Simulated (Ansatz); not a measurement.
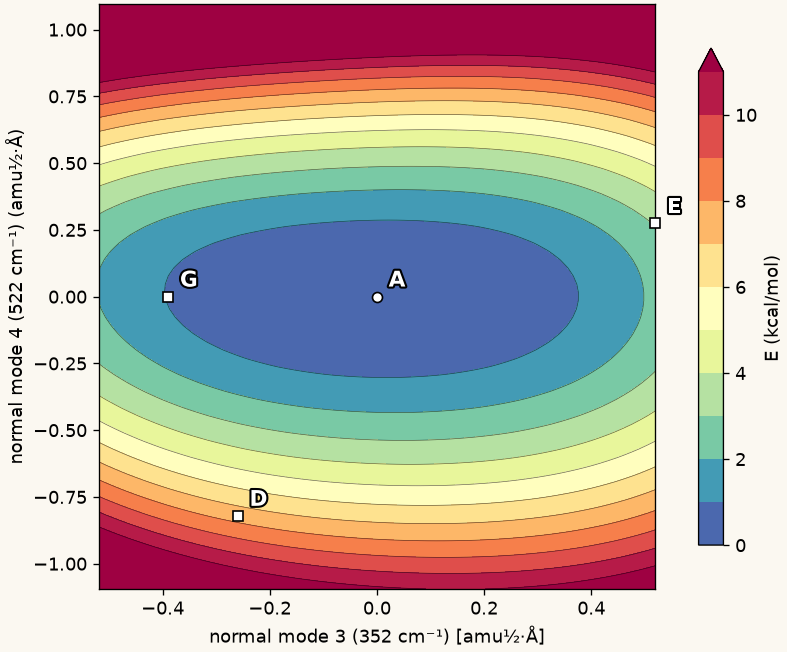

AlBClH2, SMILES [AlH][BH]Cl, spin multiplicity 2. The first coordinate is: normal mode 3 (352 cm⁻¹); the second: normal mode 4 (522 cm⁻¹). Nothing is relaxed (straight displacements along the two mass-weighted modes). The scan uses a 9 × 9 grid. Points are written as (first, second). All energies are given in kcal/mol relative to the lowest grid point. Theory: UKS BHLYP-D4/def2-TZVP (Ansatz 0.2.0).

In the figure: filled contours, one colour for all values above the top of the scale, lettered points. Between grid points the surface is interpolated.

> Is A the lowest point of the computed grid?

Yes. A, at (0.00 amu½·Å, 0.000 amu½·Å), has the lowest energy of the grid.

> Rank the lettered points by energy, lowest first.

A (0.0 kcal/mol), G (1.0 kcal/mol), E (3.1 kcal/mol), D (7.6 kcal/mol).
